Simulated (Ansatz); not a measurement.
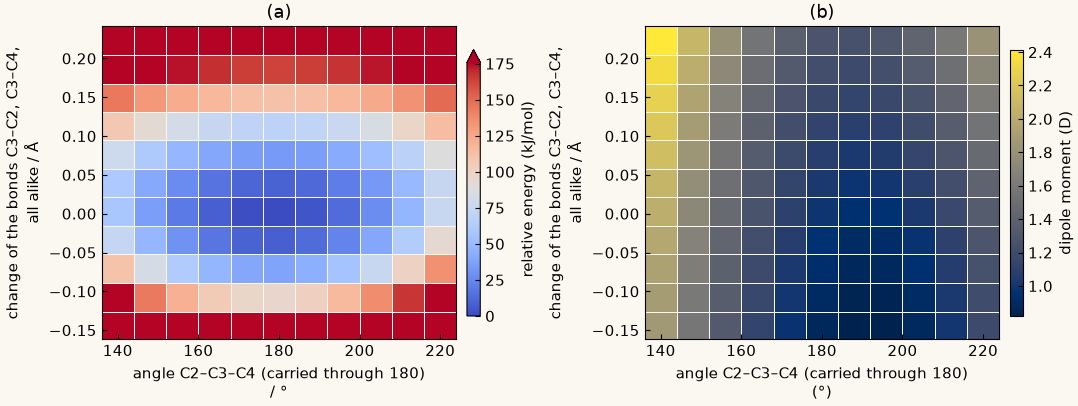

C₄H₈Si, SMILES CC=C=C[SiH3]. The first coordinate is: angle C2–C3–C4 (carried through 180); the second: change of the bonds C3–C2, C3–C4, all alike. Nothing is relaxed (all other coordinates rigid). Grid: 11 × 11 points. Points are written as (first, second). Energies are in kJ/mol, from the lowest grid point. These are results of Ansatz, RKS PBE0-D4/def2-SVP, not measurements.

Panel (a) is the energy and panel (b) the computed dipole moment on the same grid.

In the figure: one coloured cell a grid point, one colour for all values above the top of the scale.

> How does the dipole moment vary over the map, and what is it at the lowest grid point?

Leaving out the highest fifth of the energies, it runs from 0.84 D at (188°, −0.108 Å) to 2.27 D at (140°, 0.149 Å). At the lowest grid point, (180°, 0.003 Å), it is 0.99 D.
